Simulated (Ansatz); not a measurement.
Computed map of one atom of the cell: SrO (rock salt)

Relaxed SrO (rock salt):

```xyz
2
Lattice="0.0000 2.5975 2.5975 2.5975 0.0000 2.5975 2.5975 2.5975 0.0000" Properties=species:S:1:pos:R:3 pbc="T T T"
O      0.0000     0.0000     0.0000
Sr     2.5975     2.5975     2.5975
```

In this cell atom 2 (Sr, nearest neighbour O at 2.598 Å; its periodic images, 3.7 Å or more away, move with it) is moved by u·(1.000, 0.000, 0.000) + v·(0.000, 1.000, 0.000); the rest is frozen.

Computed with PBE (plane waves to 420 eV, PAW, scalar-relativistic; Ansatz, a program for electronic structure). k mesh 9×9×9 (Γ-centred), Fermi-Dirac smearing 0.05 eV. The energy includes the smearing's −TS. Stress and pressure are positive under compression. Points where atoms come too close for the PAW data are left out (x in tables, blank in figures). SrO was relaxed with its symmetry unable to fall. ΔE is measured from the undisplaced structure. Axes are in Å.

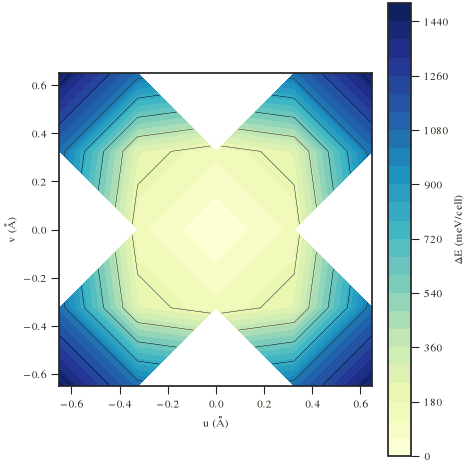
Figure. ΔE (meV/cell) over the 5×5 grid of computed points.

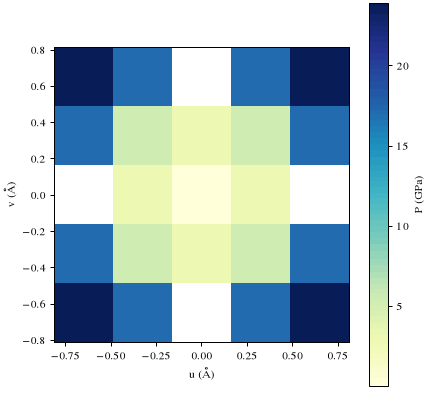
Figure. P (GPa) over the 5×5 grid of computed points.

Lowest place on the grid: u = 0.000 Å, v = 0.000 Å (0 meV/cell).

(A displaced cell: forces are minus the slopes of the energy, force constants its curvatures, and phonons follow from these.)
